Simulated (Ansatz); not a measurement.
**Cu₂O₂ (charge +1, quartet): density, localisation and related maps**

Input

```
crystal:
  periodic: [false, false, false]
  atoms:
    - {symbol: Cu, position_ang: [0.830546, 0.855398, 0.689252]}
    - {symbol: Cu, position_ang: [-0.830544, -0.855399, -0.689257]}
    - {symbol: O, position_ang: [0.129168, 0.704625, -1.030123]}
    - {symbol: O, position_ang: [-0.129170, -0.704623, 1.030119]}
basis:
  gaussian: {orbitals: def2-TZVP, initial_orbitals: start.molden}
total_charge: 1
magnetization: {spin_polarized: true, initial_magnetization: 3}
hamiltonian: {xc: pbe0, dispersion: d4}
scf: {omitted_lower_state_checks: [starts]}
output: {orbitals: {seedname: orbitals}}
```

Run with:

```sh
ansatz run in.yaml --threads 4 --pin off --events-out ev --progress --plain --max-ram 3916MiB
```

Geometry: PBE-D4/def2-SVP.

These are results of Ansatz, UKS PBE0-D4/def2-TZVP, not measurements.

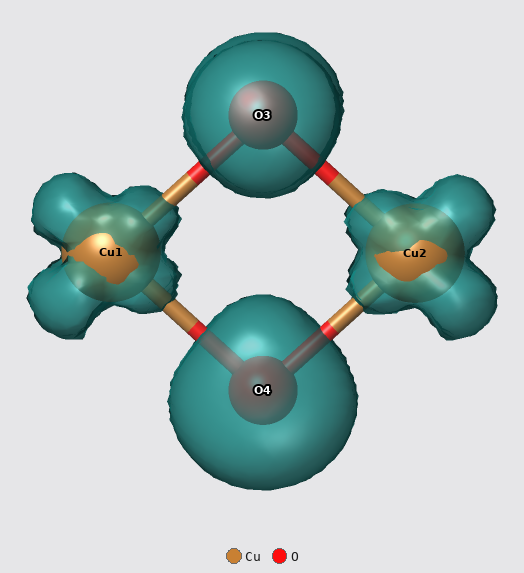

Figure 1. Isosurfaces of the spin density (α minus β) at +0.08 (teal) and −0.08 e/Å³ (pink), seen across its widest extent.

### Where is the unpaired spin?

The unpaired spin (3 electrons) lies mostly on O3 (about 1.1), O4 (about 0.9), Cu1 (about 0.5) and Cu2 (about 0.5), in electrons by Hirshfeld's partition. Only one sign reaches the isovalue.

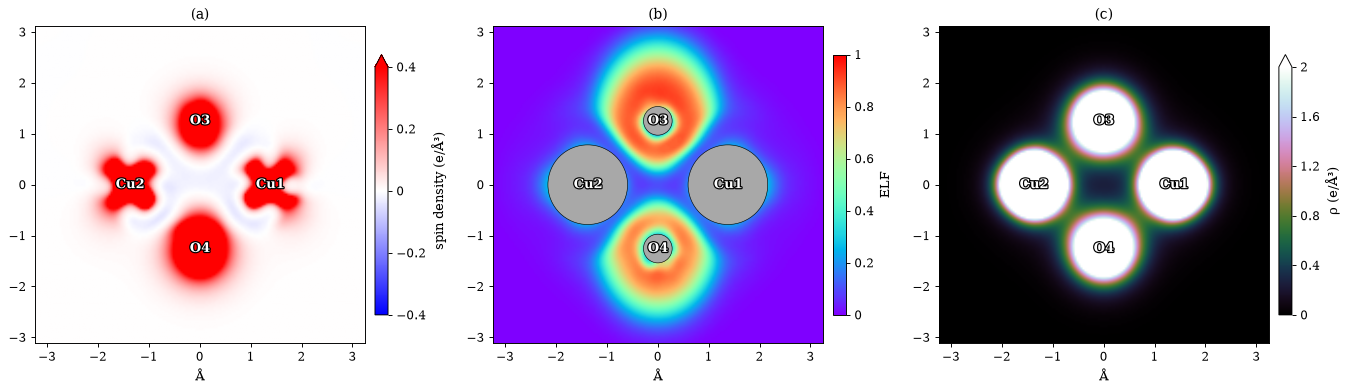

Figure 2. (a) spin density (α minus β); (b) electron localisation function; (c) total electron density on the molecular plane. Grey discs cover the atomic cores in the ELF map.

### What do the fields say about this system?

- The plane passes through Cu and O nuclei.
- Cu–O (1.86 Å): ρ is about 0.74 e/Å³ halfway; the ELF peaks at about 0.90 in the valence shell of O, 0.6 Å from its nucleus, and is about 0.20 at the midpoint.

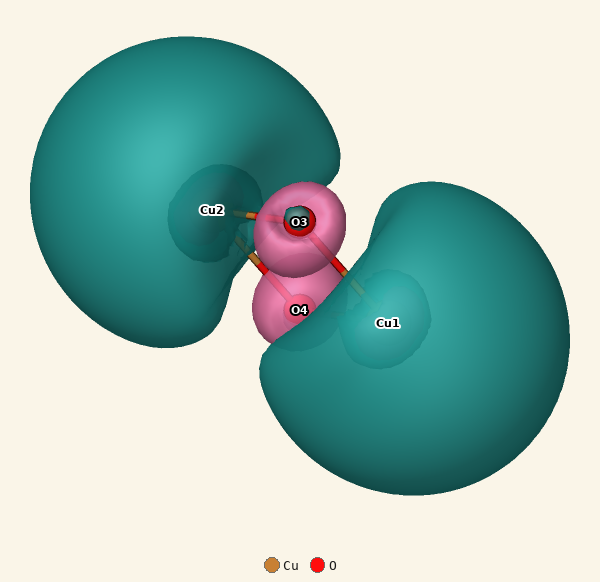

Figure 3. The LUMO (α) at ±0.06 Å⁻³ᐟ² (teal and pink are the two phases), seen at an oblique angle.

### Describe this orbital and give its energy.

Its weight (Hirshfeld) is mainly on Cu1 (about 45 %) and Cu2 (about 45 %); it is gerade (even under inversion). Its energy is −8.04 eV.
